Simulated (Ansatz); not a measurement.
# Calculations on SiH7OF

**1. Relaxation**

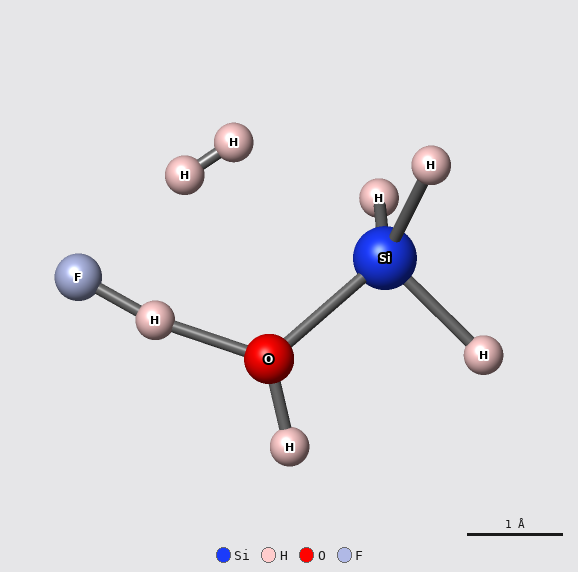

This is the input geometry for a relaxation of SiH7OF (started from a transition state, displaced along its imaginary mode). A ball-and-stick model, seen face on.

All numbers below come from RKS PBE0-D4/def2-TZVP (Ansatz 0.2.0).

Input
```yaml
crystal:
  periodic: [false, false, false]
  atoms:
    - {symbol: Si, position_ang: [-0.908572, 0.413466, 0.262435]}
    - {symbol: H, position_ang: [0.106267, -1.278411, 0.715326]}
    - {symbol: H, position_ang: [-1.789767, -0.625746, -0.354902]}
    - {symbol: H, position_ang: [-1.477719, 1.702582, -0.140080]}
    - {symbol: H, position_ang: [-1.009785, 0.377298, 1.759741]}
    - {symbol: H, position_ang: [1.386951, -0.297817, -0.567008]}
    - {symbol: O, position_ang: [0.611005, 0.699215, -0.411682]}
    - {symbol: H, position_ang: [0.611730, -1.311007, 0.353571]}
    - {symbol: F, position_ang: [1.839277, -1.118741, -0.589228]}
    - {symbol: H, position_ang: [0.630713, 1.439161, -1.028275]}
basis:
  gaussian: {orbitals: def2-TZVP}
hamiltonian: {xc: pbe0, dispersion: d4}
relax: {f_tol: 0.005, max_steps: 200}
```

**Where does the relaxation end?**

H2 moves most after the best rigid fit: 1.22 Å. By element the largest moves are H 1.22 Å, F 0.73 Å, Si 0.48 Å, O 0.31 Å. Near-neighbour distances that change, for instance: Si1–H2 2.024 → 3.607 Å, H6–O7 1.273 → 1.670 Å, H2–H8 0.622 → 0.748 Å, Si1–H4 1.466 → 1.485 Å. Among the angles between lasting bonds that change: H4–Si1–O7 95.2° → 109.8°, H3–Si1–O7 118.9° → 105.1°, H5–Si1–O7 117.6° → 110.5°. Groups turn about Si1–O7 by about 75°. The energy falls by 39.0 kcal/mol in 24 accepted moves (26 points after the start). The largest force component goes from 6.3 to 0.0047 eV/Å. The line search rejected the trial steps at points 13, 16 of the run.

Step by step:

```json
{"step": "0", "E − E(0), kcal/mol": "0.00", "largest force component, eV/Å": "6.3140", "note": ""}
{"step": "1", "E − E(0), kcal/mol": "-24.85", "largest force component, eV/Å": "0.7881", "note": ""}
{"step": "2", "E − E(0), kcal/mol": "-32.00", "largest force component, eV/Å": "1.0070", "note": ""}
{"step": "3", "E − E(0), kcal/mol": "-36.41", "largest force component, eV/Å": "0.5402", "note": ""}
{"step": "4", "E − E(0), kcal/mol": "-38.00", "largest force component, eV/Å": "0.2684", "note": ""}
{"step": "5", "E − E(0), kcal/mol": "-38.43", "largest force component, eV/Å": "0.2170", "note": ""}
{"step": "6", "E − E(0), kcal/mol": "-38.46", "largest force component, eV/Å": "0.1665", "note": ""}
{"step": "7", "E − E(0), kcal/mol": "-38.59", "largest force component, eV/Å": "0.0554", "note": ""}
{"step": "8", "E − E(0), kcal/mol": "-38.62", "largest force component, eV/Å": "0.0439", "note": ""}
{"step": "9", "E − E(0), kcal/mol": "-38.69", "largest force component, eV/Å": "0.4198", "note": ""}
{"step": "10", "E − E(0), kcal/mol": "-38.79", "largest force component, eV/Å": "0.1613", "note": ""}
{"step": "11", "E − E(0), kcal/mol": "-38.81", "largest force component, eV/Å": "0.1345", "note": ""}
{"step": "12", "E − E(0), kcal/mol": "-38.87", "largest force component, eV/Å": "0.1559", "note": ""}
{"step": "13", "E − E(0), kcal/mol": "-38.86", "largest force component, eV/Å": "0.4243", "note": "rejected"}
{"step": "14", "E − E(0), kcal/mol": "-38.89", "largest force component, eV/Å": "0.0295", "note": ""}
{"step": "15", "E − E(0), kcal/mol": "-38.96", "largest force component, eV/Å": "0.0454", "note": ""}
{"step": "16", "E − E(0), kcal/mol": "-38.77", "largest force component, eV/Å": "0.7745", "note": "rejected"}
{"step": "17", "E − E(0), kcal/mol": "-38.98", "largest force component, eV/Å": "0.0744", "note": ""}
{"step": "18", "E − E(0), kcal/mol": "-38.99", "largest force component, eV/Å": "0.1596", "note": ""}
{"step": "19", "E − E(0), kcal/mol": "-39.00", "largest force component, eV/Å": "0.1143", "note": ""}
{"step": "20", "E − E(0), kcal/mol": "-39.03", "largest force component, eV/Å": "0.0634", "note": ""}
{"step": "21", "E − E(0), kcal/mol": "-39.03", "largest force component, eV/Å": "0.0702", "note": ""}
{"step": "22", "E − E(0), kcal/mol": "-39.04", "largest force component, eV/Å": "0.0554", "note": ""}
{"step": "23", "E − E(0), kcal/mol": "-39.05", "largest force component, eV/Å": "0.0223", "note": ""}
{"step": "24", "E − E(0), kcal/mol": "-39.05", "largest force component, eV/Å": "0.0184", "note": ""}
{"step": "25", "E − E(0), kcal/mol": "-39.05", "largest force component, eV/Å": "0.0082", "note": ""}
{"step": "26", "E − E(0), kcal/mol": "-39.05", "largest force component, eV/Å": "0.0047", "note": ""}
```

Final geometry:

```xyz
10

Si   -1.1484    0.7765    0.0540
H     0.5163   -2.0434    1.5669
H    -1.6603   -0.4897   -0.5076
H    -1.9536    1.9339   -0.4118
H    -1.1569    0.7467    1.5379
H     1.3283   -0.3790   -1.0634
O     0.4120    0.9076   -0.5201
H     0.9081   -1.9993    0.9315
F     1.8310   -1.1323   -1.3179
H     0.9236    1.6790   -0.2696
```

After the run, drawn alike:

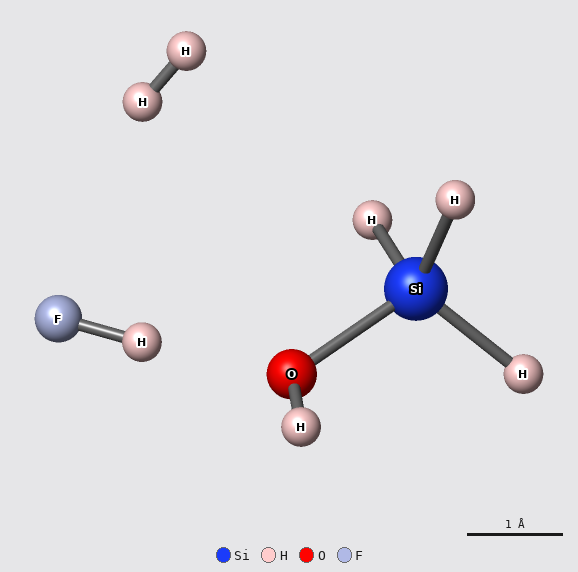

**2. Relaxation**

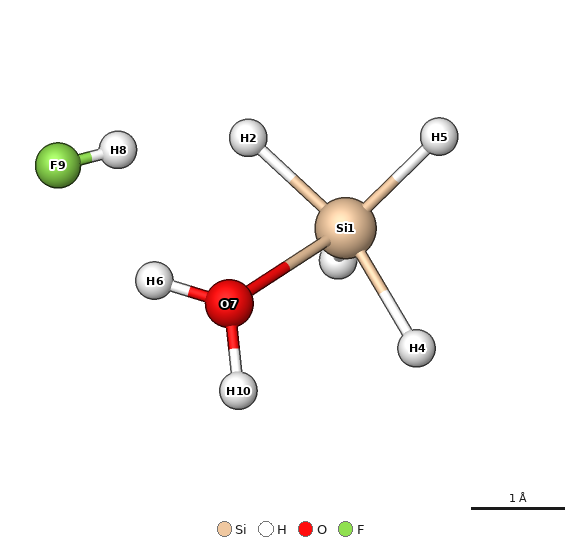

This is the input geometry for a relaxation of SiH₇OF (started from a transition state, displaced along its imaginary mode). Style: ball-and-stick. Shown at a tilt.

Level of theory: RKS PBE0-D4/def2-TZVP in Ansatz.

Input
```yaml
crystal:
  periodic: [false, false, false]
  atoms:
    - {symbol: Si, position_ang: [-0.936066, 0.157760, 0.423952]}
    - {symbol: H, position_ang: [-0.095403, -0.971259, 0.706914]}
    - {symbol: H, position_ang: [-1.945828, -0.620294, -0.354610]}
    - {symbol: H, position_ang: [-1.332068, 1.578068, -0.131288]}
    - {symbol: H, position_ang: [-1.179190, 0.442275, 1.864597]}
    - {symbol: H, position_ang: [1.286167, 0.154781, -0.646860]}
    - {symbol: O, position_ang: [0.736655, 0.769900, -0.441079]}
    - {symbol: H, position_ang: [1.099529, -1.439624, 0.028748]}
    - {symbol: F, position_ang: [1.699128, -1.534752, -0.343083]}
    - {symbol: H, position_ang: [0.667177, 1.463143, -1.107393]}
basis:
  gaussian: {orbitals: def2-TZVP}
hamiltonian: {xc: pbe0, dispersion: d4}
relax: {f_tol: 0.005, max_steps: 200}
```

**What does the optimiser find from here?**

The largest move after the best rigid fit is that of H6, 1.70 Å. By element the largest moves are H 1.70 Å, O 1.33 Å, Si 0.83 Å, F 0.70 Å. Among the contacts that change: Si1–O7 1.980 → 4.037 Å, H8–F9 0.712 → 0.947 Å, H6–O7 0.850 → 0.961 Å, Si1–H4 1.576 → 1.490 Å. Bonds break: Si1–O7 (1.98 → 4.04 Å). Among the angles between lasting bonds that change: H2–Si1–H4 157.7° → 109.8°, H2–Si1–H3 95.1° → 111.9°, H2–Si1–H5 93.2° → 109.4°. The energy falls by 102.2 kcal/mol in 37 accepted moves (43 points after the start). Largest force component: 25 eV/Å at the start, 0.0027 eV/Å at the end. The line search rejected the trial steps at points 4, 13, 18, 22, 26, 29 of the run.

The structure at the end:

```xyz
10

Si   -1.4458   -0.1459    1.0019
H    -0.6716   -0.8697    2.0344
H    -1.9304   -1.0546   -0.0616
H    -0.6037    0.9251    0.3976
H    -2.6094    0.5280    1.6388
H     1.7927    0.8728   -2.1073
O     1.8506    0.7286   -1.1591
H     1.3891   -0.7636   -0.6580
F     1.0011   -1.5626   -0.3306
H     1.2275    1.3420   -0.7562
```

The end point in the same view:

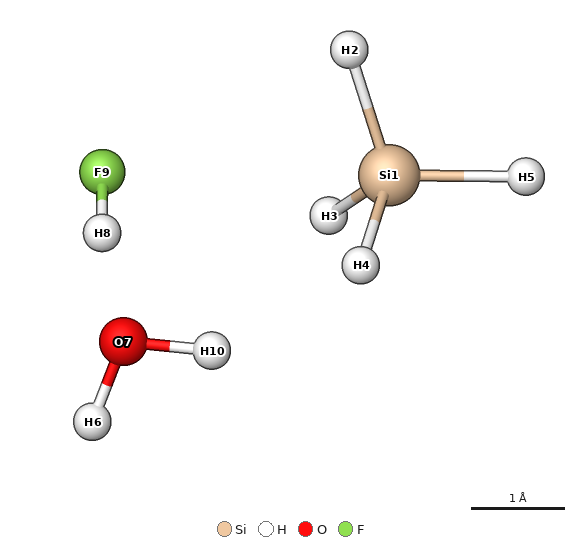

**3. Reaction**

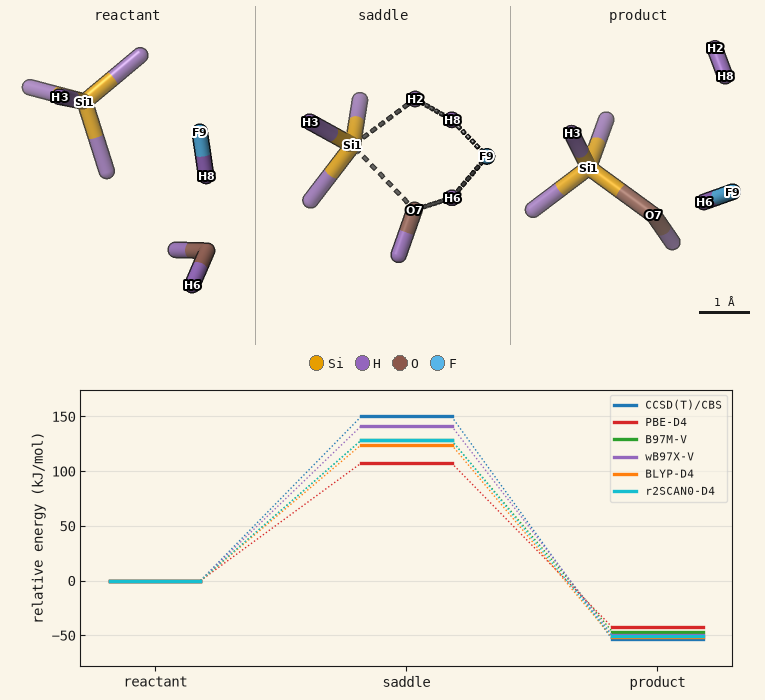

A reaction step of SiH7OF, with its energy diagram. The picture is a stick view, seen from a free direction. Dashed sticks mark bonds that form or break.

Stationary points at PBE0-D4/def2-TZVP, single-point energies with CCSD(T)/CBS, PBE-D4, B97M-V, wB97X-V, BLYP-D4, r2SCAN0-D4 (def2-TZVPP where no basis is named; Ansatz 0.2.0). The energies are electronic, without zero-point or thermal terms, and both ends are the minima reached downhill from the saddle, with any fragments still in contact. CCSD(T)/CBS stands for a frozen-core estimate: MP2 correlation extrapolated from def2-TZVPP and def2-QZVPP, CCSD(T) minus MP2 from the smaller set.

Question: Describe the step and its energetics.

Answer: Counted by bonded pieces, the reactant holds HF + H₂O + SiH₄ and the product holds HF + H₂ + SiH₄O. From the reactant over the saddle to the product, bonds form: O–Si (4.04 → 1.83 → 1.67 Å), H–H (3.39 → 1.03 → 0.75 Å), F–H (3.12 → 1.34 → 0.94 Å). Bonds break: H–Si (1.48 → 1.73 → 3.61 Å), H–O (0.96 → 1.06 → 1.67 Å), F–H (0.95 → 1.13 → 2.58 Å). The saddle has one imaginary mode, 908i cm⁻¹. With CCSD(T)/CBS the barrier is 150.0 kJ/mol from the reactant and 203.7 kJ/mol from the product, and the product lies 53.7 kJ/mol below the reactant.

```csv
level,barrier from the reactant (kJ/mol),barrier from the product (kJ/mol),the product less the reactant (kJ/mol)
CCSD(T)/CBS,150.0,203.7,−53.7
PBE-D4,107.4,150.0,−42.5
B97M-V,128.2,174.8,−46.6
wB97X-V,141.3,191.1,−49.8
BLYP-D4,124.1,176.0,−51.8
r2SCAN0-D4,128.3,178.9,−50.6
```

Against CCSD(T)/CBS, wB97X-V comes closest on the barrier from the reactant (−8.7 kJ/mol) and PBE-D4 misses most (−42.6 kJ/mol).
